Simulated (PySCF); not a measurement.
# C2H6FPSi: NMR shifts at several levels of theory, part 1 of 2

How much do the NMR shifts of C2H6FPSi (`F[C@@H]1C[Si@@H]1P`) depend on the level of theory, and what does each level cost?

Computed with PySCF 2.14.0, with density-fitted response routines of our own, on a single molecule in the gas phase. Atoms are numbered from 0 throughout.

## 1. The starting structure

11 atoms, charge 0, multiplicity 1; geometry from: GFN2-xTB. The atoms were then displaced at random by about 0.01 Å, so the start is not that level's minimum.

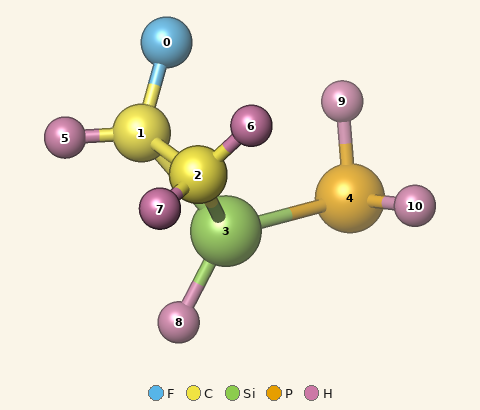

The starting geometry (fluorine blue, carbon yellow, silicon green, phosphorus amber, hydrogen pink), atoms numbered; sticks join atoms by distance.

## 2. Optimising the geometry at PBE0-D3(BJ)/def2-SVP

The job: settings as JSON, then the geometry in Å.

```
{"job": {"xc": "PBE0", "basis": "def2-SVP", "d3": "d3bj", "grid": 1, "shake": 0.01, "kind": "geom"}, "charge": 0, "multiplicity": 1}
F      0.105400     1.725630    -1.054710
C     -0.803990     0.741610    -0.744260
C     -0.960370     0.471890     0.745540
Si    -0.079330    -0.942480    -0.198570
P      2.085500    -1.273930    -0.214420
H     -1.708770     0.899730    -1.320280
H     -0.331430     1.118620     1.381970
H     -1.938850     0.401960     1.113180
H     -0.962060    -2.076500    -0.502110
H      2.394550     0.064570    -0.401010
H      2.237460    -1.156940     1.179010
```

Run with:

```console
> OMP_NUM_THREADS=1 python probes_run.py task.json out
```

The driver reads the jobs from task.json and runs them one after another.

The log of the run:

```text
step   0  E = -809.68793059  max force = 0.044790
step   1  E = -809.69347807  max force = 0.009520
step   2  E = -809.69391366  max force = 0.002820
step   3  E = -809.69404660  max force = 0.001088
step   4  E = -809.69407133  max force = 0.000571
step   5  E = -809.69408351  max force = 0.000380
optimisation converged
```

Run time: 44 s. Hardware: 1 thread of Arm Neoverse N1, shared host; peak memory 0.46 GiB.

Step by step:

```csv
step,energy from step 0 (eV),largest force component (eV/Å)
0,0.0000,2.3032
1,-0.1510,0.4895
2,-0.1628,0.1450
3,-0.1664,0.0559
4,-0.1671,0.0294
5,-0.1674,0.0195
```

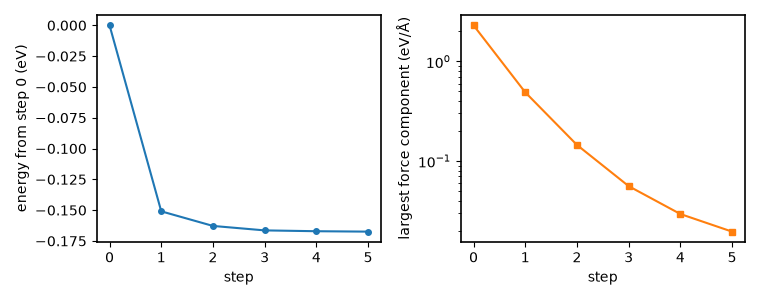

Energy and largest force along the relaxation.

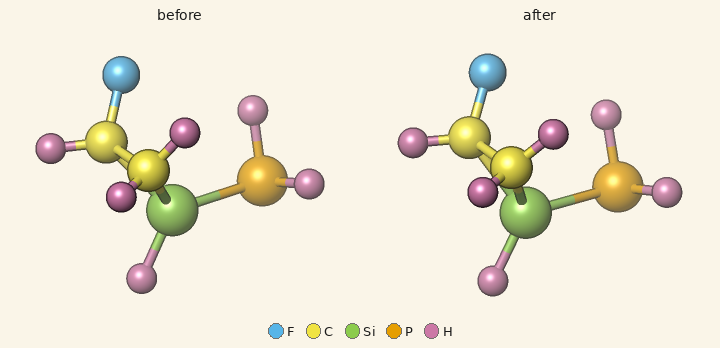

Before and after, at one scale.

Close pairs (by a distance rule), those that changed most:

```csv
bond,before (Å),after (Å),change (Å)
Si3–P4,2.190,2.246,+0.056
C2–H7,1.048,1.096,+0.048
P4–H9,1.386,1.429,+0.042
C2–Si3,1.915,1.875,-0.040
C1–Si3,1.913,1.884,-0.029
P4–H10,1.407,1.429,+0.022
Si3–H8,1.469,1.485,+0.017
C1–H5,1.084,1.098,+0.014
```

The end geometry stands in the next job.

```csv
at the end point,value
point group (found at 0.08 Å tolerance),C1
"rotational constants (GHz, main isotopes)","4.887, 2.017, 1.638"
dipole moment (D),1.59
```

## 3. Nuclear shieldings: PBE0/6-31G*

The job: settings as JSON, then the geometry in Å.

```
{"job": {"kind": "nmr", "xc": "PBE0", "basis": "6-31G*", "pop": true}, "charge": 0, "multiplicity": 1}
F      0.250901     1.730089    -1.020433
C     -0.717278     0.814927    -0.714464
C     -0.879473     0.512199     0.765386
Si    -0.212422    -0.933406    -0.225871
P      1.991853    -1.362583    -0.263259
H     -1.636393     1.006996    -1.283764
H     -0.164846     1.030754     1.415549
H     -1.899487     0.506018     1.166416
H     -1.131756    -2.054044    -0.550129
H      2.272283     0.024118    -0.461454
H      2.163616    -1.300083     1.153831
```

Level: GIAO PBE0/6-31G* NMR shielding, non-relativistic, gas phase.

The log of the run:

```text
coarse grid: 10232 points
cycle   1  E = -809.9640192653  dE =  4.363e-01  |g| = 4.907e-01  |ddm| = 3.035e+00
cycle   2  E = -809.9303781868  dE =  3.364e-02  |g| = 6.577e-01  |ddm| = 1.060e+00
cycle   3  E = -810.0145321662  dE = -8.415e-02  |g| = 4.140e-02  |ddm| = 6.358e-01
cycle   4  E = -810.0149193307  dE = -3.872e-04  |g| = 1.696e-02  |ddm| = 7.264e-02
cycle   5  E = -810.0149985783  dE = -7.925e-05  |g| = 5.053e-03  |ddm| = 2.450e-02
cycle   6  E = -810.0150045059  dE = -5.928e-06  |g| = 1.311e-03  |ddm| = 6.104e-03
final grid: 90104 points
cycle   7  E = -809.9708238628  dE = -9.839e-06  |g| = 8.578e-03  |ddm| = 1.997e-02
cycle   8  E = -809.9707989448  dE =  2.492e-05  |g| = 1.319e-02  |ddm| = 2.192e-02
cycle   9  E = -809.9708430040  dE = -4.406e-05  |g| = 4.618e-04  |ddm| = 1.331e-02
cycle  10  E = -809.9708430637  dE = -5.968e-08  |g| = 1.503e-04  |ddm| = 8.117e-04
cycle  11  E = -809.9708430694  dE = -5.712e-09  |g| = 4.343e-05  |ddm| = 2.086e-04
cycle  12  E = -809.9708430699  dE = -4.684e-10  |g| = 1.276e-05  |ddm| = 5.508e-05
converged SCF energy = -809.9708430699

GIAO shielding tensors (ppm)
atom      isotropic    diamagn.    paramagn.     s11        s22        s33       span
  0 F      430.072     470.804     -40.733    388.854    428.272    473.090     84.235
  1 C      125.087     245.062    -119.975     71.731    102.283    201.248    129.517
  2 C      184.469     255.828     -71.359    163.149    182.227    208.031     44.882
  3 Si     508.809     883.935    -375.126    391.801    431.347    703.279    311.478
  4 P      633.999     966.551    -332.552    590.752    624.019    687.225     96.473
  5 H       26.780      28.220      -1.440     22.336     26.371     31.632      9.297
  6 H       30.981      30.994      -0.013     26.725     28.800     37.419     10.694
  7 H       30.763      29.725       1.038     25.791     26.547     39.952     14.161
  8 H       28.783      29.338      -0.555     23.071     26.062     37.216     14.145
  9 H       30.038      30.071      -0.033     23.998     29.340     36.774     12.776
 10 H       30.163      29.732       0.431     25.058     27.343     38.088     13.030
```

It took 14 s on 1 thread of Arm Neoverse N1, shared host; peak memory 0.5 GiB.

Shifts follow as δ = σ(reference) − σ, with reference shieldings (ppm) from runs at the same level and on the same kind of geometry: 1H TMS 31.96, 13C TMS 194.1, 29Si TMS 418.1, 19F CFCl3 198.9, 31P H3PO4 376.2. The references are single molecules in the gas phase, so shifts against H2O, NH3, PH3, H3PO4 or CFCl3 are not on the usual liquid scales and can be off by tens of ppm. Atoms listed in one row are averaged.

```csv
atoms,environment,σ (ppm),δ (ppm)
C1,three-membered-ring carbon bearing a halogen,125.1,69.1
C2,three-membered-ring carbon,184.5,9.7
H5,hydrogen on a three-membered-ring carbon bearing a halogen,26.78,5.18
H8,"hydrogen on a silicon bonded to 2 C, P, in a 3-membered ring",28.78,3.18
"H9, H10",hydrogen on a phosphorus bonded to Si,30.10,1.86
H7,hydrogen on a three-membered-ring carbon,30.76,1.20
H6,hydrogen on a three-membered-ring carbon,30.98,0.98
F0,fluorine on an sp3 carbon,430.1,-231.2
Si3,"silicon bonded to 2 C, P, H, in a 3-membered ring",508.8,-90.7
P4,"phosphorus bonded to Si, 2 H",634.0,-257.8
```

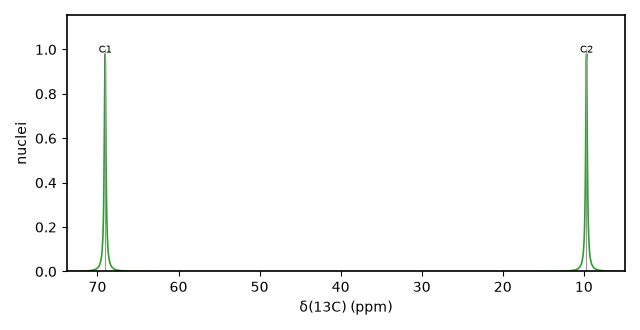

13C lines at the computed shifts, without couplings. Lines are broadened to a width of 0.24 ppm (Lorentzian).

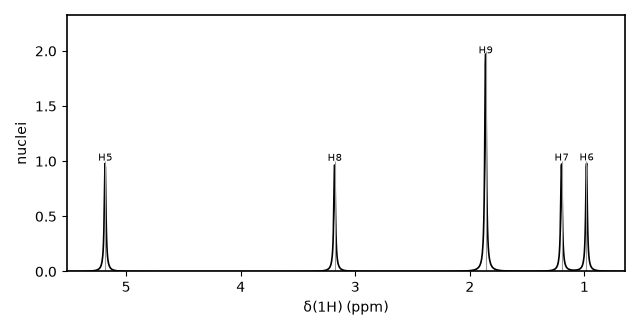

1H lines at the computed shifts, without couplings. Lines are broadened to a width of 0.02 ppm (Lorentzian).

The run also stored atomic charges by several schemes (e):

```csv
atoms,Mulliken,IAO,Hirshfeld,ESP fit
F0,-0.32,-0.30,-0.11,-0.16
C1,0.07,-0.05,-0.03,0.01
C2,-0.57,-0.54,-0.16,-0.43
Si3,0.30,0.54,0.20,0.17
P4,-0.18,-0.07,-0.01,-0.27
```

Mulliken charges:

```csv
atom,value (e)
F0,-0.32
C1,0.07
C2,-0.57
Si3,0.30
P4,-0.18
H5,0.18
H6,0.22
H7,0.21
H8,-0.03
H9,0.07
H10,0.05
```

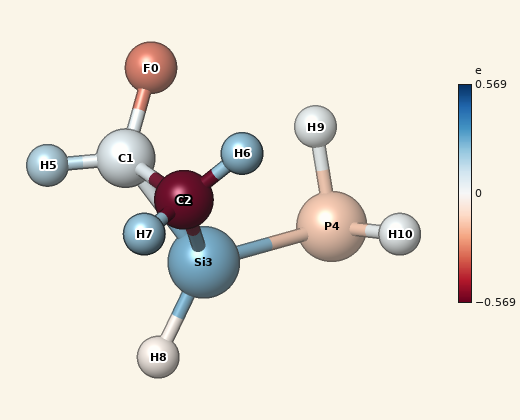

Mulliken charges, as colours on the atoms.

Mayer bond orders: F0–C1 0.88, C1–C2 0.89, C2–Si3 0.95, Si3–P4 0.98, Si3–C1 0.94.

Ring of atoms C1, C2, Si3: NICS(0) -23.6, NICS(1) -7.6, NICS(1)zz -14.2 ppm (means of both faces; NICS(1) differs between them: -9.4 and -5.8).

The two faces differ (NICS(1)zz -19.1 and -9.3 ppm).

In rings of three or four atoms NICS is ruled by the nearby σ bonds, so it says little on aromaticity.

## 4. Nuclear shieldings: PBE0/6-311+G(2d,p)

The job, as its differences from that of step 3:

```diff
@@ -1,2 +1,2 @@
-{"job": {"kind": "nmr", "xc": "PBE0", "basis": "6-31G*", "pop": true}, "charge": 0, "multiplicity": 1}
+{"job": {"kind": "nmr", "xc": "PBE0", "basis": "6-311+G(2d,p)", "pop": true}, "charge": 0, "multiplicity": 1}
 F      0.250901     1.730089    -1.020433
```

Level: GIAO PBE0/6-311+G(2d,p) NMR shielding, non-relativistic, gas phase.

The log of the run:

```text
coarse grid: 10232 points
cycle   1  E = -810.0400243016  dE =  4.086e-01  |g| = 5.002e-01  |ddm| = 2.756e+00
cycle   2  E = -809.9995313024  dE =  4.049e-02  |g| = 6.876e-01  |ddm| = 8.736e-01
cycle   3  E = -810.0852830027  dE = -8.575e-02  |g| = 6.507e-02  |ddm| = 5.751e-01
cycle   4  E = -810.0859197264  dE = -6.367e-04  |g| = 2.610e-02  |ddm| = 1.282e-01
cycle   5  E = -810.0860686233  dE = -1.489e-04  |g| = 6.939e-03  |ddm| = 3.564e-02
cycle   6  E = -810.0860786115  dE = -9.988e-06  |g| = 2.312e-03  |ddm| = 1.039e-02
final grid: 90104 points
cycle   7  E = -810.0935816659  dE = -2.977e-05  |g| = 8.756e-03  |ddm| = 4.236e-02
cycle   8  E = -810.0935568788  dE =  2.479e-05  |g| = 1.305e-02  |ddm| = 2.471e-02
cycle   9  E = -810.0936006167  dE = -4.374e-05  |g| = 9.337e-04  |ddm| = 1.536e-02
cycle  10  E = -810.0936007719  dE = -1.552e-07  |g| = 2.586e-04  |ddm| = 1.138e-03
cycle  11  E = -810.0936007842  dE = -1.232e-08  |g| = 8.382e-05  |ddm| = 3.891e-04
cycle  12  E = -810.0936007856  dE = -1.384e-09  |g| = 2.116e-05  |ddm| = 9.511e-05
cycle  13  E = -810.0936007857  dE = -1.066e-10  |g| = 4.802e-06  |ddm| = 4.230e-05
converged SCF energy = -810.0936007857

GIAO shielding tensors (ppm)
atom      isotropic    diamagn.    paramagn.     s11        s22        s33       span
  0 F      424.106     466.053     -41.947    381.108    415.635    475.575     94.467
  1 C      112.359     244.375    -132.016     52.653     88.189    196.234    143.582
  2 C      176.342     248.951     -72.608    153.498    174.601    200.928     47.430
  3 Si     462.912     880.626    -417.715    336.201    378.757    673.777    337.576
  4 P      607.823     966.110    -358.287    564.861    609.834    648.773     83.912
  5 H       26.385      30.535      -4.150     22.266     26.314     30.575      8.309
  6 H       30.618      31.212      -0.594     26.262     28.761     36.832     10.570
  7 H       30.304      31.185      -0.881     25.496     26.071     39.344     13.848
  8 H       28.196      28.696      -0.500     22.383     25.631     36.574     14.191
  9 H       29.456      28.233       1.223     23.459     28.889     36.021     12.562
 10 H       29.536      28.543       0.993     23.998     27.141     37.470     13.472
```

Wall time 33 s (1 thread of Arm Neoverse N1, shared host); peak memory 0.89 GiB.

This run: δ C1 74.1, C2 10.1, F0 -249.4, Si3 -118.5, H5 5.12, H8 3.31 ppm.

## 5. Nuclear shieldings: PBE0/def2-SVP

The job, as its differences from that of step 4:

```diff
@@ -1,2 +1,2 @@
-{"job": {"kind": "nmr", "xc": "PBE0", "basis": "6-311+G(2d,p)", "pop": true}, "charge": 0, "multiplicity": 1}
+{"job": {"kind": "nmr", "xc": "PBE0", "basis": "def2-SVP", "pop": true}, "charge": 0, "multiplicity": 1}
 F      0.250901     1.730089    -1.020433
```

Method: GIAO PBE0/def2-SVP NMR shielding, non-relativistic, gas phase.

The log of the run:

```text
coarse grid: 10232 points
cycle   1  E = -809.5434036477  dE =  3.894e-01  |g| = 4.693e-01  |ddm| = 3.289e+00
cycle   2  E = -809.5117842406  dE =  3.162e-02  |g| = 6.299e-01  |ddm| = 1.086e+00
cycle   3  E = -809.5886261773  dE = -7.684e-02  |g| = 4.126e-02  |ddm| = 6.574e-01
cycle   4  E = -809.5889435344  dE = -3.174e-04  |g| = 1.735e-02  |ddm| = 6.835e-02
cycle   5  E = -809.5890191588  dE = -7.562e-05  |g| = 5.187e-03  |ddm| = 2.588e-02
cycle   6  E = -809.5890253079  dE = -6.149e-06  |g| = 1.391e-03  |ddm| = 6.548e-03
final grid: 90104 points
cycle   7  E = -809.6854221121  dE = -1.092e-05  |g| = 7.734e-03  |ddm| = 2.451e-02
cycle   8  E = -809.6854013076  dE =  2.080e-05  |g| = 1.183e-02  |ddm| = 2.159e-02
cycle   9  E = -809.6854379526  dE = -3.665e-05  |g| = 4.399e-04  |ddm| = 1.314e-02
cycle  10  E = -809.6854380011  dE = -4.852e-08  |g| = 1.458e-04  |ddm| = 8.136e-04
cycle  11  E = -809.6854380065  dE = -5.362e-09  |g| = 3.888e-05  |ddm| = 2.222e-04
cycle  12  E = -809.6854380069  dE = -3.647e-10  |g| = 1.192e-05  |ddm| = 5.741e-05
converged SCF energy = -809.6854380069

GIAO shielding tensors (ppm)
atom      isotropic    diamagn.    paramagn.     s11        s22        s33       span
  0 F      437.870     470.390     -32.520    400.656    429.446    483.508     82.852
  1 C      124.347     246.299    -121.952     68.169    101.949    202.922    134.753
  2 C      185.145     253.121     -67.975    163.211    183.646    208.578     45.367
  3 Si     512.218     883.659    -371.442    398.171    438.793    699.689    301.518
  4 P      658.371     964.583    -306.212    617.258    659.055    698.800     81.542
  5 H       26.568      29.340      -2.772     22.341     26.107     31.255      8.914
  6 H       30.638      31.498      -0.860     26.155     28.510     37.250     11.095
  7 H       30.349      30.070       0.279     25.409     25.918     39.720     14.311
  8 H       28.324      29.637      -1.313     22.414     25.583     36.976     14.562
  9 H       29.603      30.044      -0.441     23.512     28.938     36.360     12.848
 10 H       29.689      29.521       0.169     24.283     27.037     37.748     13.465
```

Wall time 15 s (1 thread of Arm Neoverse N1, shared host); peak memory 0.56 GiB.

In short: δ C1 69.4, C2 8.6, F0 -223.2, Si3 -105.0, H5 4.77, H8 3.02 ppm.

## 6. Nuclear shieldings: PBE0/def2-TZVP

The job, as its differences from that of step 5:

```diff
@@ -1,2 +1,2 @@
-{"job": {"kind": "nmr", "xc": "PBE0", "basis": "def2-SVP", "pop": true}, "charge": 0, "multiplicity": 1}
+{"job": {"kind": "nmr", "xc": "PBE0", "basis": "def2-TZVP", "pop": true}, "charge": 0, "multiplicity": 1}
 F      0.250901     1.730089    -1.020433
```

Level: GIAO PBE0/def2-TZVP NMR shielding, non-relativistic, gas phase.

The log of the run:

```text
coarse grid: 10232 points
cycle   1  E = -810.0671840757  dE =  4.159e-01  |g| = 4.935e-01  |ddm| = 2.499e+00
cycle   2  E = -810.0268658488  dE =  4.032e-02  |g| = 6.905e-01  |ddm| = 9.418e-01
cycle   3  E = -810.1136594903  dE = -8.679e-02  |g| = 5.631e-02  |ddm| = 6.104e-01
cycle   4  E = -810.1141732337  dE = -5.137e-04  |g| = 2.519e-02  |ddm| = 6.185e-02
cycle   5  E = -810.1143179398  dE = -1.447e-04  |g| = 6.512e-03  |ddm| = 2.596e-02
cycle   6  E = -810.1143268658  dE = -8.926e-06  |g| = 2.116e-03  |ddm| = 6.304e-03
final grid: 90104 points
cycle   7  E = -810.1125921310  dE = -3.683e-05  |g| = 8.539e-03  |ddm| = 3.517e-02
cycle   8  E = -810.1125695358  dE =  2.260e-05  |g| = 1.245e-02  |ddm| = 1.531e-02
cycle   9  E = -810.1126094504  dE = -3.991e-05  |g| = 1.011e-03  |ddm| = 9.688e-03
cycle  10  E = -810.1126096391  dE = -1.886e-07  |g| = 2.752e-04  |ddm| = 8.860e-04
cycle  11  E = -810.1126096542  dE = -1.509e-08  |g| = 8.210e-05  |ddm| = 2.432e-04
cycle  12  E = -810.1126096555  dE = -1.296e-09  |g| = 2.192e-05  |ddm| = 7.137e-05
cycle  13  E = -810.1126096556  dE = -1.226e-10  |g| = 4.486e-06  |ddm| = 2.495e-05
converged SCF energy = -810.1126096556

GIAO shielding tensors (ppm)
atom      isotropic    diamagn.    paramagn.     s11        s22        s33       span
  0 F      424.872     469.135     -44.263    382.528    416.335    475.752     93.223
  1 C      111.769     239.710    -127.941     51.814     87.396    196.096    144.282
  2 C      176.967     250.428     -73.461    153.778    174.980    202.143     48.365
  3 Si     455.294     878.881    -423.587    326.177    370.424    669.281    343.103
  4 P      596.621     965.987    -369.367    552.614    596.163    641.086     88.472
  5 H       26.329      28.800      -2.471     22.312     26.122     30.552      8.240
  6 H       30.599      30.741      -0.142     26.326     28.699     36.772     10.446
  7 H       30.248      29.754       0.494     25.333     26.084     39.327     13.995
  8 H       28.143      29.393      -1.250     22.324     25.577     36.529     14.205
  9 H       29.495      29.941      -0.446     23.664     28.955     35.866     12.202
 10 H       29.545      29.539       0.006     24.164     27.165     37.307     13.143
```

Run time: 40 s. Hardware: 1 thread of Arm Neoverse N1, shared host; peak memory 0.91 GiB.

This run: δ C1 74.9, C2 9.7, F0 -246.0, Si3 -123.7, H5 5.15, H8 3.34 ppm.

## 7. Shielding tensors: PBE0/cc-pVDZ

The job, as its differences from that of step 6:

```diff
@@ -1,2 +1,2 @@
-{"job": {"kind": "nmr", "xc": "PBE0", "basis": "def2-TZVP", "pop": true}, "charge": 0, "multiplicity": 1}
+{"job": {"kind": "nmr", "xc": "PBE0", "basis": "cc-pVDZ", "pop": true}, "charge": 0, "multiplicity": 1}
 F      0.250901     1.730089    -1.020433
```

Level: GIAO PBE0/cc-pVDZ NMR shielding, non-relativistic, gas phase.

The log of the run:

```text
coarse grid: 10232 points
cycle   1  E = -809.9628649471  dE =  4.619e-01  |g| = 4.751e-01  |ddm| = 5.764e+00
cycle   2  E = -809.9291818191  dE =  3.368e-02  |g| = 6.422e-01  |ddm| = 1.623e+00
cycle   3  E = -810.0090421482  dE = -7.986e-02  |g| = 4.331e-02  |ddm| = 9.183e-01
cycle   4  E = -810.0094140568  dE = -3.719e-04  |g| = 1.787e-02  |ddm| = 1.135e-01
cycle   5  E = -810.0094990555  dE = -8.500e-05  |g| = 5.146e-03  |ddm| = 4.289e-02
cycle   6  E = -810.0095051328  dE = -6.077e-06  |g| = 1.462e-03  |ddm| = 1.004e-02
final grid: 90104 points
cycle   7  E = -810.0224682667  dE = -9.538e-06  |g| = 8.170e-03  |ddm| = 4.886e-02
cycle   8  E = -810.0224440924  dE =  2.417e-05  |g| = 1.267e-02  |ddm| = 3.413e-02
cycle   9  E = -810.0224860226  dE = -4.193e-05  |g| = 4.748e-04  |ddm| = 2.021e-02
cycle  10  E = -810.0224860794  dE = -5.676e-08  |g| = 1.742e-04  |ddm| = 1.343e-03
cycle  11  E = -810.0224860870  dE = -7.650e-09  |g| = 3.855e-05  |ddm| = 3.450e-04
cycle  12  E = -810.0224860874  dE = -3.761e-10  |g| = 1.348e-05  |ddm| = 8.846e-05
converged SCF energy = -810.0224860874

GIAO shielding tensors (ppm)
atom      isotropic    diamagn.    paramagn.     s11        s22        s33       span
  0 F      428.827     471.735     -42.908    389.622    423.586    473.272     83.651
  1 C      126.203     244.562    -118.359     69.820    104.318    204.472    134.652
  2 C      186.606     250.746     -64.139    164.313    185.285    210.221     45.908
  3 Si     524.689     886.100    -361.411    413.972    452.359    707.736    293.763
  4 P      655.571     967.145    -311.574    616.333    654.476    695.905     79.571
  5 H       26.318      29.246      -2.927     22.029     25.980     30.946      8.917
  6 H       30.495      31.243      -0.749     26.068     28.454     36.961     10.893
  7 H       30.184      29.664       0.520     25.330     25.809     39.414     14.084
  8 H       28.311      29.703      -1.392     22.196     25.583     37.155     14.959
  9 H       29.656      30.380      -0.723     23.512     28.941     36.517     13.005
 10 H       29.698      29.691       0.007     24.219     27.118     37.758     13.539
```

Run time: 16 s. Hardware: 1 thread of Arm Neoverse N1, shared host; peak memory 0.6 GiB.

Key values: δ C1 70.6, C2 10.1, F0 -227.9, Si3 -106.1, H5 4.97, H8 2.98 ppm.

## 8. Nuclear shieldings: PBE0/cc-pVTZ

The job, as its differences from that of step 7:

```diff
@@ -1,2 +1,2 @@
-{"job": {"kind": "nmr", "xc": "PBE0", "basis": "cc-pVDZ", "pop": true}, "charge": 0, "multiplicity": 1}
+{"job": {"kind": "nmr", "xc": "PBE0", "basis": "cc-pVTZ", "pop": true}, "charge": 0, "multiplicity": 1}
 F      0.250901     1.730089    -1.020433
```

Method: GIAO PBE0/cc-pVTZ NMR shielding, non-relativistic, gas phase.

The log of the run:

```text
coarse grid: 10232 points
cycle   1  E = -810.0551508216  dE =  4.223e-01  |g| = 4.905e-01  |ddm| = 5.946e+00
cycle   2  E = -810.0164531174  dE =  3.870e-02  |g| = 6.857e-01  |ddm| = 1.570e+00
cycle   3  E = -810.1015888468  dE = -8.514e-02  |g| = 5.214e-02  |ddm| = 9.353e-01
cycle   4  E = -810.1020411303  dE = -4.523e-04  |g| = 2.395e-02  |ddm| = 1.121e-01
cycle   5  E = -810.1021763823  dE = -1.353e-04  |g| = 6.161e-03  |ddm| = 4.492e-02
cycle   6  E = -810.1021845311  dE = -8.149e-06  |g| = 1.881e-03  |ddm| = 1.116e-02
final grid: 90104 points
cycle   7  E = -810.1104771967  dE = -4.468e-05  |g| = 8.399e-03  |ddm| = 7.688e-02
cycle   8  E = -810.1104553555  dE =  2.184e-05  |g| = 1.251e-02  |ddm| = 3.018e-02
cycle   9  E = -810.1104938182  dE = -3.846e-05  |g| = 8.682e-04  |ddm| = 1.823e-02
cycle  10  E = -810.1104939670  dE = -1.488e-07  |g| = 2.649e-04  |ddm| = 1.416e-03
cycle  11  E = -810.1104939832  dE = -1.621e-08  |g| = 7.465e-05  |ddm| = 4.712e-04
cycle  12  E = -810.1104939844  dE = -1.220e-09  |g| = 2.055e-05  |ddm| = 1.241e-04
cycle  13  E = -810.1104939845  dE = -1.094e-10  |g| = 3.671e-06  |ddm| = 3.794e-05
converged SCF energy = -810.1104939845

GIAO shielding tensors (ppm)
atom      isotropic    diamagn.    paramagn.     s11        s22        s33       span
  0 F      425.261     471.382     -46.121    383.267    417.931    474.585     91.318
  1 C      113.230     240.567    -127.337     54.490     89.193    196.008    141.517
  2 C      177.738     248.099     -70.361    154.638    175.634    202.941     48.303
  3 Si     479.643     889.646    -410.003    358.117    397.921    682.892    324.775
  4 P      623.457     968.210    -344.754    581.518    623.769    665.083     83.564
  5 H       26.171      28.704      -2.533     22.083     25.880     30.552      8.469
  6 H       30.453      30.913      -0.461     26.066     28.494     36.798     10.733
  7 H       30.075      29.700       0.375     25.104     25.743     39.377     14.273
  8 H       28.162      29.453      -1.291     22.256     25.530     36.699     14.444
  9 H       29.496      30.350      -0.854     23.520     28.918     36.049     12.530
 10 H       29.552      29.745      -0.194     24.059     27.132     37.463     13.404
```

Run time: 52 s. Hardware: 1 thread of Arm Neoverse N1, shared host; peak memory 0.93 GiB.

Key values: δ C1 74.1, C2 9.6, F0 -242.7, Si3 -119.6, H5 5.12, H8 3.13 ppm.

(Continued in part 2 of 2.)
